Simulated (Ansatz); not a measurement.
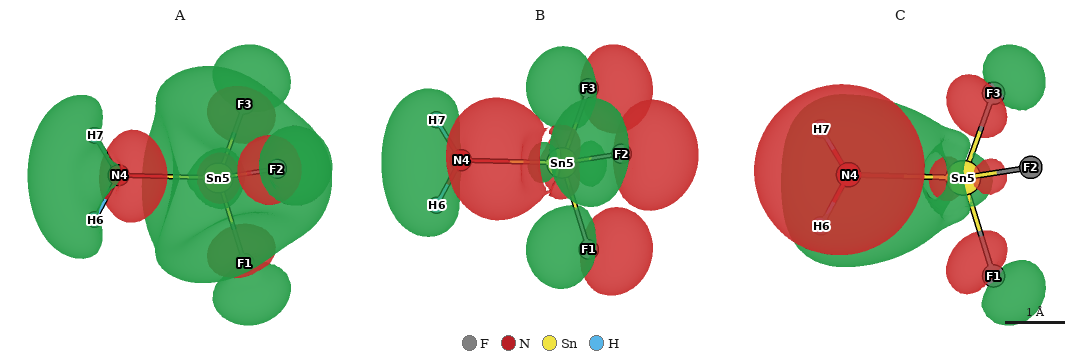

Figure 1: F3H2NSn (SMILES [NH2][Sn]([F])([F])[F]). Three frontier orbitals at ±0.06 Å⁻³ᐟ² (green and red are the two phases), in no order.

Geometry: PBE0-D4/def2-SVP; core potentials replace the inner electrons of Sn.

Method: Ansatz 0.2.0, isolated molecule in a Gaussian basis; Kohn-Sham density functional theory, functional PBE0.

Input file:

```
crystal:
  periodic: [false, false, false]
  atoms:
    - {symbol: F, position_ang: [-2.739695, 0.517359, 1.478738]}
    - {symbol: F, position_ang: [-0.292956, 1.797829, 0.232787]}
    - {symbol: F, position_ang: [-0.003074, 0.546542, 2.977240]}
    - {symbol: N, position_ang: [-0.379298, -1.469953, 0.457763]}
    - {symbol: Sn, position_ang: [-0.846498, 0.293607, 1.274080]}
    - {symbol: H, position_ang: [-1.213300, -2.023690, 0.264981]}
    - {symbol: H, position_ang: [0.236977, -2.009427, 1.064861]}
basis:
  gaussian: {orbitals: def2-TZVPD}
hamiltonian: {xc: {name: PBE0}}
output: {forces: true, orbitals: {seedname: orbitals}}
```

Command:

```sh
ansatz run input.yaml --threads 2 --pin off --max-ram 5220MiB --events-out events.jsonl --progress --plain --runs-dir runs
```

**Order the three orbitals by energy and name them.**

B is the HOMO−1 (−11.46 eV). By Hirshfeld shares it lies mainly on F2 (about 40 %), N4 (about 20 %), F1 (about 10 %), F3 (about 10 %) and Sn5 (about 10 %); largely a combination of lone pairs on F2, N4, F1 and F3. C is the HOMO (−9.20 eV). It lies mainly on N4 (about 70 %) and Sn5 (about 10 %); largely a lone pair of N4. A is the LUMO (−2.78 eV). Its weight (Hirshfeld) is mainly on Sn5 (about 50 %), N4 (about 15 %), F2 (about 10 %), F1 (about 10 %) and F3 (about 10 %).

**What is the HOMO–LUMO gap?**

6.42 eV between the orbital energies.
